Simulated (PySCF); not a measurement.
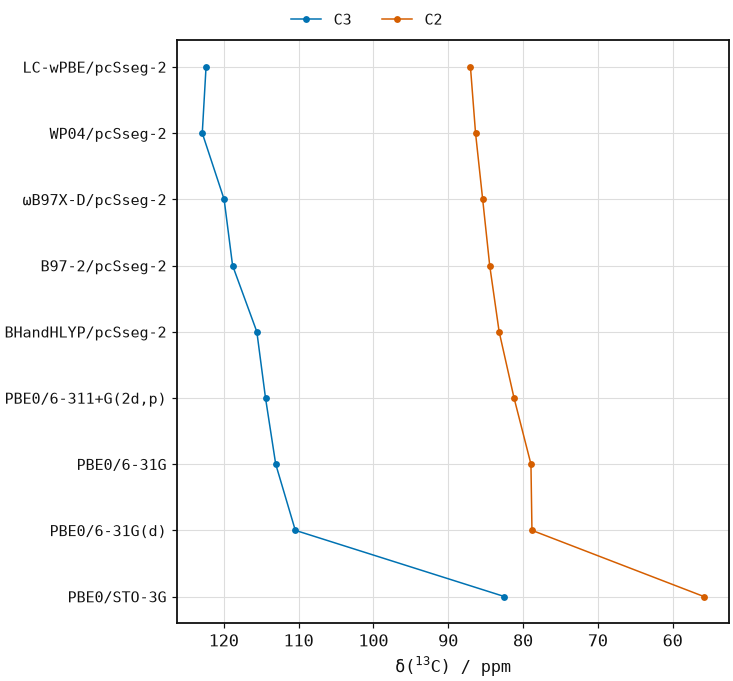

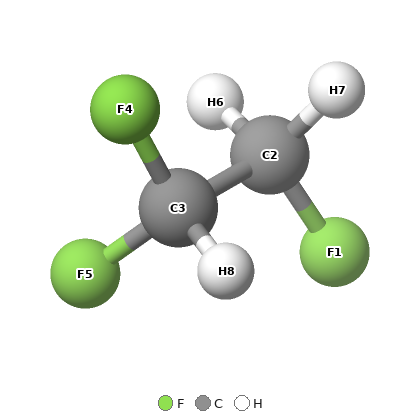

GIAO ¹³C shifts of C₂H₃F₃, SMILES FCC(F)F at several levels, one geometry, PySCF 2.14.0, at a PBE0-D3(BJ)/def2-SVP geometry (no frequency check); values of one conformer, averaged over nuclei that symmetry or rotation about single bonds exchange, these motions taken as fast; other conformers aren't averaged in; each against TMS at the same level.

> How much does each signal move over these levels?

```
atoms  lowest  highest  spread (ppm)
   C3    82.5    122.9          40.4
   C2    55.8     87.0          31.2
```

> Do all levels give the signals in the same order?

Yes, the order of the signals is the same at every level.
